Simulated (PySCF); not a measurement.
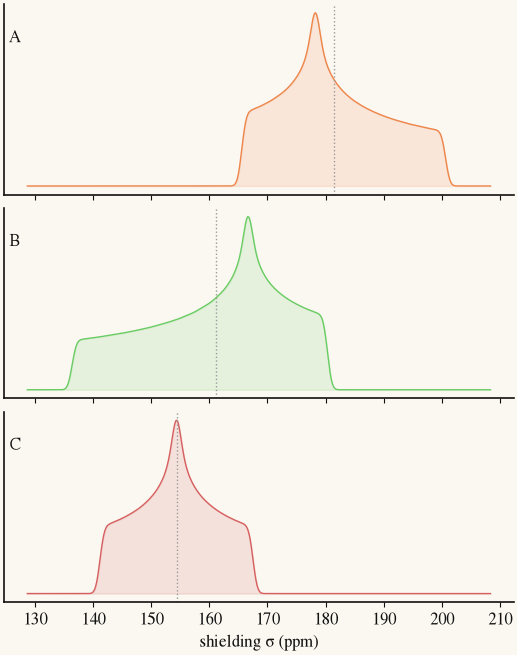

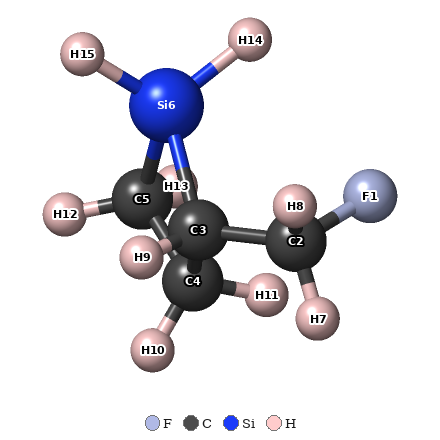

Static powder patterns (¹³C) from GIAO shielding tensors of C₄H₉FSi, SMILES FC[C@@H]1CC[SiH2]1, PBE0/pcSseg-1, PySCF 2.14.0, at a GFN2-xTB geometry (no frequency check); absolute shielding, one fixed geometry of the isolated molecule without any motion, no dipolar terms. The dotted line is the isotropic value; skew is 3(σiso − σ22)/span.

**The panels belong to C3, C4 and C5. Which is which?**

panel A: C5, σ11, σ22, σ33 = 166, 178, 201 ppm, isotropic 181, span 35 ppm, skew 0.28; panel B: C4, σ11, σ22, σ33 = 136, 167, 180 ppm, isotropic 161, span 44 ppm, skew −0.38; panel C: C3, σ11, σ22, σ33 = 141, 154, 168 ppm, isotropic 154, span 26 ppm, skew 0.00.

Known limits of this run: the tight-binding geometry is rougher than a DFT one and adds to the error; one conformer of a flexible molecule.
